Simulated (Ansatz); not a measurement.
**Run report: C$_{2}$H$_{5}$FIn, geometry relaxation (part 1 of 2)**

C$_{2}$H$_{5}$FIn, multiplicity 2, computed with UKS PBE-D4/def2-SVP (Ansatz 0.2.0).

The geometry: force-field start. Figures and captions count atoms from 1; the log counts them from 0 in places.

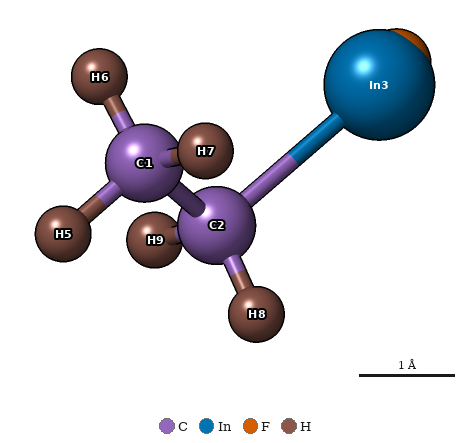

Figure 1. The starting structure (ball-and-stick view, seen at a tilt; atoms are numbered from 1 in the order of the input). Sticks mark near contacts.

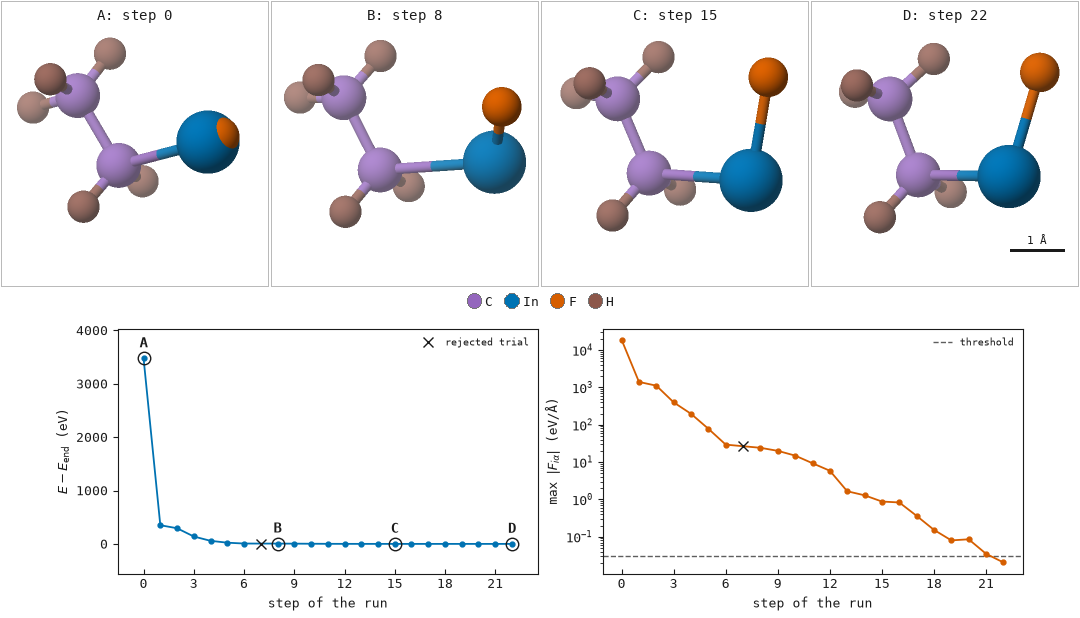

Figure 2. Frames of the relaxation (ball-and-stick view, seen at a tilt) above the curves, on which the letters mark them (the first geometry is step 0 here and step 1 in the log).

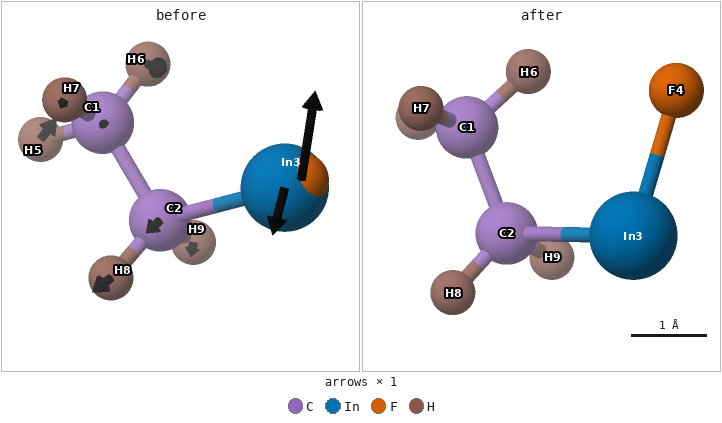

Figure 3. Before (left) and after (right) the relaxation, at one scale (ball-and-stick view, seen at a tilt). The black arrows give the displacements, at true length. The largest move after the best rigid fit is that of F4, 1.23 Å. By element the largest moves are F 1.23 Å, In 0.66 Å, H 0.49 Å, C 0.27 Å. Among the contacts that change: In3–F4 0.300 → 2.023 Å, C1–H5 1.171 → 1.116 Å, C1–H6 1.066 → 1.108 Å, C2–In3 2.340 → 2.370 Å. Among the angles that change: C2–In3–F4 169.7° → 99.8°, In3–C2–H9 110.1° → 99.3°, C1–C2–H8 110.3° → 116.8°. After 22 geometry steps the energy has fallen by 3474.859 eV. The largest force component goes from 19000 to 0.021 eV/Å. The line search rejected the trial step at point 7 (counted from 0) and went back. (Atoms are counted from 1 in the order of the input.)

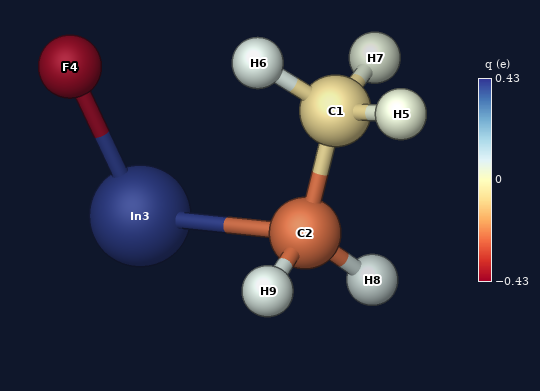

Figure 4. Mulliken charges, as the colour of each atom (ball-and-stick view, seen at a tilt; atoms are numbered from 1 in the order of the input; Mulliken charges depend strongly on the basis). By element: C −0.23 to −0.06, In +0.40, F −0.41 and H +0.05 to +0.07 e.

These pictures come from the run below.

**Input file**
```yaml
crystal:
  periodic: [false, false, false]
  atoms:
    - {symbol: C, position_ang: [0.383900, 0.955900, 0.026100]}
    - {symbol: C, position_ang: [-0.606800, -0.157100, -0.282600]}
    - {symbol: In, position_ang: [0.355200, -2.136900, 0.512800]}
    - {symbol: F, position_ang: [0.523700, -2.372100, 0.592000]}
    - {symbol: H, position_ang: [-0.102900, 1.943600, -0.373100]}
    - {symbol: H, position_ang: [1.309100, 0.842700, -0.490200]}
    - {symbol: H, position_ang: [0.527600, 1.076300, 1.113200]}
    - {symbol: H, position_ang: [-1.538700, 0.024700, 0.219200]}
    - {symbol: H, position_ang: [-0.762600, -0.223400, -1.334500]}
basis:
  gaussian: {orbitals: def2-SVP}
magnetization: {spin_polarized: true, initial_magnetization: 1}
hamiltonian: {xc: pbe, dispersion: d4}
relax: {f_tol: 0.03, max_steps: 200}
```

Command:
```bash
ansatz run in.yaml --threads 4 --pin off --events-out ev --progress --plain --max-ram 10444MiB
```

**The program's output**
```
Functional definition: PBE
  name "PBE"
  cite "Perdew, Burke & Ernzerhof, Phys. Rev. Lett. 77, 3865 (1996) doi:10.1103/PhysRevLett.77.3865"
  parent pbe
  parameter kappa = 0.804
  parameter beta = 0.06672455060314922
  exchange = pbe_x(kappa = kappa, mu = beta*pi^2/3)
  correlation = pbe_c(beta = beta)
1070 factors; their error is unknown
mean field evaluation 1: about -6497.0571 eV, gradient 1.1e2 eV
mean field evaluation 2: about -5828.0756 eV, gradient 3.1e2 eV
mean field evaluation 4: about -6558.6532 eV, gradient 2.3e1 eV
mean field evaluation 8: about -6562.2631 eV, gradient 8.2e-1 eV
mean field evaluation 16: about -6562.1646 eV, gradient 2.8e-2 eV
mean field evaluation 32: about -6562.1646 eV, gradient 2.7e-5 eV
mean field evaluation 64: about -6559.8823 eV, gradient 4.7e0 eV
a density is far from that of the atoms, so the factors are made again for it
1181 factors; integrals over basis functions are off by at most 3.3e-4 eV
mean field -6562.16430052 eV, -241.1550900496 hartree, gradient 1.1e-5 eV, S^2 0.767499; 0 other end points of the search recorded, 0 dependent functions left out
the calculation of the forces begins
reference -6562.16433719 eV, -241.1550913969 hartree; 24, 23 occupied and 69, 70 virtual orbitals, 1181 factors
relax step   1: F+E_penalty+E_count = -6562.34348776 eV  Δ(F+E_penalty+E_count) = +0.000e0 eV  max|allowed force component| = 1.882e4 eV/Å  Δτ_max = 0.0000 Å  (240 SCF iters, accepted)
these checks for a lower state are left out or cut short: starts, cluster_reference, orbital_swaps, neighbouring_geometries, increment
1070 factors; their error is unknown
mean field evaluation 96: about -9685.6615 eV, gradient 7.8e0 eV
mean field -9687.22310666 eV, -355.9988829339 hartree, gradient 3.9e-8 eV, S^2 0.754308; 0 other end points of the search recorded, 0 dependent functions left out
[... from here on the field's lines of each further geometry are left out, up to the last ...]
relax step   2: F+E_penalty+E_count = -9687.39768319 eV  Δ(F+E_penalty+E_count) = -3.125e3 eV  max|allowed force component| = 1.403e3 eV/Å  Δτ_max = 0.1950 Å  (147 SCF iters, accepted)
relax step   3: F+E_penalty+E_count = -9743.82326701 eV  Δ(F+E_penalty+E_count) = -5.643e1 eV  max|allowed force component| = 1.114e3 eV/Å  Δτ_max = 0.0630 Å  (109 SCF iters, accepted)
relax step   4: F+E_penalty+E_count = -9898.56060830 eV  Δ(F+E_penalty+E_count) = -1.547e2 eV  max|allowed force component| = 3.980e2 eV/Å  Δτ_max = 0.1966 Å  (68 SCF iters, accepted)
relax step   5: F+E_penalty+E_count = -9979.68405870 eV  Δ(F+E_penalty+E_count) = -8.112e1 eV  max|allowed force component| = 1.963e2 eV/Å  Δτ_max = 0.1949 Å  (58 SCF iters, accepted)
relax step   6: F+E_penalty+E_count = -10014.66574232 eV  Δ(F+E_penalty+E_count) = -3.498e1 eV  max|allowed force component| = 7.800e1 eV/Å  Δτ_max = 0.1944 Å  (41 SCF iters, accepted)
relax step   7: F+E_penalty+E_count = -10030.49933080 eV  Δ(F+E_penalty+E_count) = -1.583e1 eV  max|allowed force component| = 2.937e1 eV/Å  Δτ_max = 0.1954 Å  (41 SCF iters, accepted)
relax step   8: F+E_penalty+E_count = -10030.21775292 eV  Δ(F+E_penalty+E_count) = +2.816e-1 eV  max|allowed force component| = 2.675e1 eV/Å  Δτ_max = 0.1950 Å  (39 SCF iters, rejected (line search))
relax step   9: F+E_penalty+E_count = -10031.51793373 eV  Δ(F+E_penalty+E_count) = -1.019e0 eV  max|allowed force component| = 2.414e1 eV/Å  Δτ_max = 0.0947 Å  (39 SCF iters, accepted)
relax step  10: F+E_penalty+E_count = -10032.65583946 eV  Δ(F+E_penalty+E_count) = -1.138e0 eV  max|allowed force component| = 2.001e1 eV/Å  Δτ_max = 0.0978 Å  (39 SCF iters, accepted)
relax step  11: F+E_penalty+E_count = -10034.26858785 eV  Δ(F+E_penalty+E_count) = -1.613e0 eV  max|allowed force component| = 1.493e1 eV/Å  Δτ_max = 0.1468 Å  (37 SCF iters, accepted)
relax step  12: F+E_penalty+E_count = -10035.81286907 eV  Δ(F+E_penalty+E_count) = -1.544e0 eV  max|allowed force component| = 9.314e0 eV/Å  Δτ_max = 0.1949 Å  (38 SCF iters, accepted)
relax step  13: F+E_penalty+E_count = -10036.55732004 eV  Δ(F+E_penalty+E_count) = -7.445e-1 eV  max|allowed force component| = 5.863e0 eV/Å  Δτ_max = 0.1961 Å  (39 SCF iters, accepted)
relax step  14: F+E_penalty+E_count = -10036.88823128 eV  Δ(F+E_penalty+E_count) = -3.309e-1 eV  max|allowed force component| = 1.656e0 eV/Å  Δτ_max = 0.1970 Å  (39 SCF iters, accepted)
relax step  15: F+E_penalty+E_count = -10037.00428628 eV  Δ(F+E_penalty+E_count) = -1.161e-1 eV  max|allowed force component| = 1.291e0 eV/Å  Δτ_max = 0.1028 Å  (33 SCF iters, accepted)
relax step  16: F+E_penalty+E_count = -10037.12755549 eV  Δ(F+E_penalty+E_count) = -1.233e-1 eV  max|allowed force component| = 8.781e-1 eV/Å  Δτ_max = 0.1953 Å  (34 SCF iters, accepted)
relax step  17: F+E_penalty+E_count = -10037.14099190 eV  Δ(F+E_penalty+E_count) = -1.344e-2 eV  max|allowed force component| = 8.299e-1 eV/Å  Δτ_max = 0.0372 Å  (34 SCF iters, accepted)
relax step  18: F+E_penalty+E_count = -10037.19234155 eV  Δ(F+E_penalty+E_count) = -5.135e-2 eV  max|allowed force component| = 3.631e-1 eV/Å  Δτ_max = 0.1954 Å  (34 SCF iters, accepted)
relax step  19: F+E_penalty+E_count = -10037.19848445 eV  Δ(F+E_penalty+E_count) = -6.143e-3 eV  max|allowed force component| = 1.530e-1 eV/Å  Δτ_max = 0.0495 Å  (32 SCF iters, accepted)
relax step  20: F+E_penalty+E_count = -10037.20031528 eV  Δ(F+E_penalty+E_count) = -1.831e-3 eV  max|allowed force component| = 8.002e-2 eV/Å  Δτ_max = 0.0577 Å  (34 SCF iters, accepted)
relax step  21: F+E_penalty+E_count = -10037.20117099 eV  Δ(F+E_penalty+E_count) = -8.557e-4 eV  max|allowed force component| = 8.559e-2 eV/Å  Δτ_max = 0.0412 Å  (32 SCF iters, accepted)
relax step  22: F+E_penalty+E_count = -10037.20169488 eV  Δ(F+E_penalty+E_count) = -5.239e-4 eV  max|allowed force component| = 3.500e-2 eV/Å  Δτ_max = 0.0208 Å  (34 SCF iters, accepted)
the calculation of the forces begins
reference -10037.03627512 eV, -368.8542797632 hartree; 24, 23 occupied and 69, 70 virtual orbitals, 1070 factors
relax step  23: F+E_penalty+E_count = -10037.20207416 eV  Δ(F+E_penalty+E_count) = -3.793e-4 eV  max|allowed force component| = 2.052e-2 eV/Å  Δτ_max = 0.0318 Å  (32 SCF iters, accepted)
1070 factors; their error is unknown
mean field evaluation 320: about -10036.8612 eV, gradient 5.4e0 eV
mean field -10037.03623355 eV, -368.8542782356 hartree, gradient 2.3e-5 eV, S^2 0.754952; 1 other end points of the search recorded, 0 dependent functions left out
the calculation of the forces begins
reference -10037.03627512 eV, -368.8542797632 hartree; 24, 23 occupied and 69, 70 virtual orbitals, 1070 factors
Total energy: -10037.20211573 eV, -368.8603742930 hartree
Atom 0 at     0.308941     0.880586     0.097173 Å, force    -0.020524     0.012999     0.004290 eV/Å
Atom 1 at    -0.800676    -0.031677    -0.373377 Å, force     0.000351     0.006535    -0.005070 eV/Å
Atom 2 at    -0.305158    -2.197033     0.453908 Å, force     0.005705    -0.010515     0.005899 eV/Å
Atom 3 at     1.705356    -2.050049     0.618919 Å, force    -0.004681    -0.001842    -0.002636 eV/Å
Atom 4 at     0.248977     1.867185    -0.420993 Å, force     0.010850    -0.015334     0.009301 eV/Å
Atom 5 at     1.311106     0.451546    -0.102886 Å, force    -0.003097     0.003969    -0.001044 eV/Å
Atom 6 at     0.248422     1.085019     1.185800 Å, force     0.000003     0.002293    -0.013945 eV/Å
Atom 7 at    -1.821522     0.200185    -0.015960 Å, force     0.006840     0.001199     0.007310 eV/Å
Atom 8 at    -0.806946    -0.252061    -1.459685 Å, force     0.004552     0.000694    -0.004104 eV/Å
Dipole moment:    -0.575045     0.214471    -0.123903 e Å
```

**Trajectory as extended XYZ (Å, eV, eV/Å), 23 frames, from step=1 to step=23**
```
9
Properties=species:S:1:pos:R:3 step=1 energy=-6562.34349
C     0.3839    0.9559    0.0261
C    -0.6068   -0.1571   -0.2826
In    0.3552   -2.1369    0.5128
F     0.5237   -2.3721    0.5920
H    -0.1029    1.9436   -0.3731
H     1.3091    0.8427   -0.4902
H     0.5276    1.0763    1.1132
H    -1.5387    0.0247    0.2192
H    -0.7626   -0.2234   -1.3345
9
Properties=species:S:1:pos:R:3:forces:R:3 step=2 energy=-9687.39768
C     0.3839    0.9559    0.0261   -2.7129   1.5597  -0.2739
C    -0.6068   -0.1571   -0.2826    0.1617   1.6314   0.4139
In    0.2456   -1.9840    0.4614  -1003.7062 1400.9779 -472.1607
F     0.6333   -2.5250    0.6434  1004.9833 -1403.1269 472.7885
H    -0.1029    1.9436   -0.3731    0.9904  -0.9589   0.6868
H     1.3091    0.8427   -0.4902    1.5460  -0.1812  -0.6009
H     0.5276    1.0763    1.1132    0.2816   0.1123   0.2273
H    -1.5387    0.0247    0.2192   -1.2013   0.2509   0.4829
H    -0.7626   -0.2234   -1.3345   -0.3426  -0.2651  -1.5640
9
Properties=species:S:1:pos:R:3:forces:R:3 step=3 energy=-9743.82327
C     0.3728    0.9652    0.0221   -2.2178   1.2811  -0.2727
C    -0.6238   -0.1457   -0.2871    0.1368   1.1707   0.2752
In    0.2566   -2.0134    0.4486  -839.1903 1112.3656 -465.5534
F     0.6707   -2.5620    0.6781  840.2366 -1113.9380 466.1508
H    -0.0780    1.9641   -0.3620    0.7947  -0.8444   0.5594
H     1.3084    0.8384   -0.4902    1.2652  -0.1599  -0.4644
H     0.5255    1.0805    1.1102    0.2528   0.0817   0.2142
H    -1.5642    0.0465    0.2101   -0.9720   0.1862   0.3720
H    -0.7796   -0.2199   -1.3468   -0.3061  -0.1429  -1.2811
9
Properties=species:S:1:pos:R:3:forces:R:3 step=4 energy=-9898.56061
C     0.3562    0.9936    0.0152   -1.2099   0.6589  -0.4050
C    -0.6644   -0.0982   -0.3103    0.7321  -0.7652   0.3063
In    0.2627   -2.0939    0.3500  -367.1865 397.8995 -362.1642
F     0.7588   -2.6299    0.8403  367.4727 -397.9690 362.6833
H    -0.0475    1.9903   -0.3467    0.5061  -0.2536   0.3643
H     1.3158    0.8377   -0.4926    0.4962  -0.0697  -0.1278
H     0.5270    1.0867    1.1081    0.1519   0.0882   0.0874
H    -1.6119    0.0770    0.2015   -0.6214   0.1535   0.0841
H    -0.8081   -0.2096   -1.3825   -0.3411   0.2574  -0.8284
9
Properties=species:S:1:pos:R:3:forces:R:3 step=5 energy=-9979.68406
C     0.3457    1.0025    0.0102   -0.5542   0.1160  -0.2156
C    -0.6880   -0.0738   -0.3429    1.1358  -1.2563   0.4053
In    0.2466   -2.1461    0.2516  -148.2403 119.0011 -195.9475
F     0.8268   -2.6072    1.0215  148.1417 -118.4623 196.2576
H    -0.0434    1.9900   -0.3404    0.3237   0.1189   0.1303
H     1.3208    0.8373   -0.4954    0.0546   0.0471   0.0301
H     0.5273    1.0805    1.1069    0.0198   0.0313  -0.1252
H    -1.6335    0.0742    0.1896   -0.4678   0.0441  -0.0302
H    -0.8139   -0.2036   -1.4182   -0.4134   0.3600  -0.5047
```
